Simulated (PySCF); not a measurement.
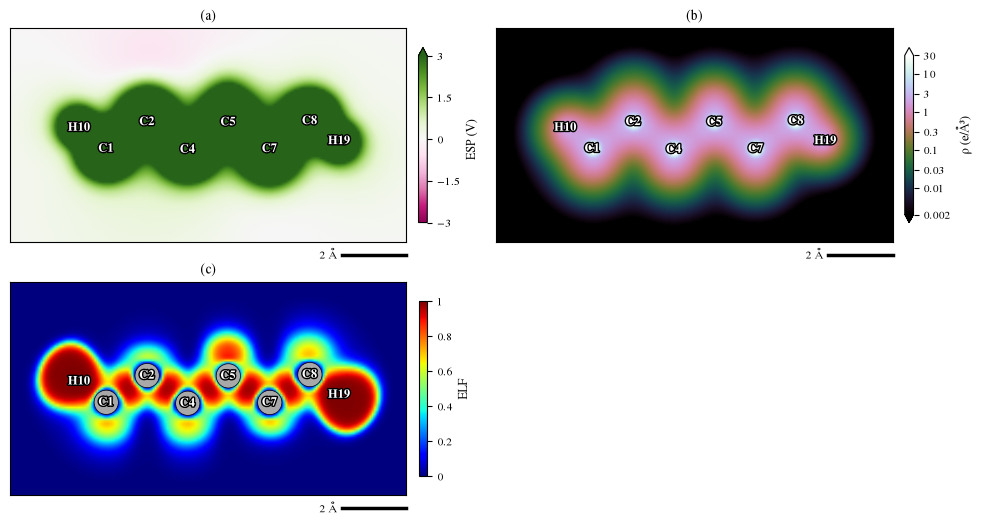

C6H11F3. (a) molecular electrostatic potential; (b) electron density; (c) ELF on the plane of atoms C1, C2 and C4. Grey discs cover the atomic cores in the ELF map.

Geometry: GFN2-xTB.

The calculation used PBE0/pcSseg-1, SCF density, in a water solvent model, non-relativistic (PySCF).

```xyz
20

C     3.1660    0.3939    0.1978
C     1.8743   -0.4014    0.2866
F     1.9444   -1.4628   -0.6025
C     0.6454    0.4359   -0.0633
C    -0.6466   -0.3492    0.1412
F    -0.8091   -0.6106    1.4894
C    -1.8904    0.4220   -0.3238
C    -3.1611   -0.4005   -0.1981
F    -1.7031    0.7800   -1.6443
H     4.0152   -0.2620    0.3716
H     3.1679    1.1812    0.9454
H     3.2646    0.8366   -0.7905
H     1.7588   -0.8560    1.2789
H     0.7024    0.7405   -1.1091
H     0.6302    1.3249    0.5686
H    -0.5907   -1.3225   -0.3613
H    -1.9687    1.3616    0.2390
H    -3.0930   -1.2855   -0.8265
H    -4.0184    0.1885   -0.5127
H    -3.2933   -0.7039    0.8361
```

> What does the map show?

- The section cuts through C and H sites.
- C–C (1.52 Å): ρ is about 1.7 e/Å³ halfway; the ELF peaks at about 0.95 between the atoms, as expected for localised, covalent bonding.
- C–H (1.09 Å): ρ is about 2 e/Å³ halfway; the ELF climbs to about 1 towards the hydrogen, as it does in any bond to H; a covalent bond by its length.
- Outside the dense part of the molecule the potential is most negative (−0.5 V) near F3, which lies off the plane.
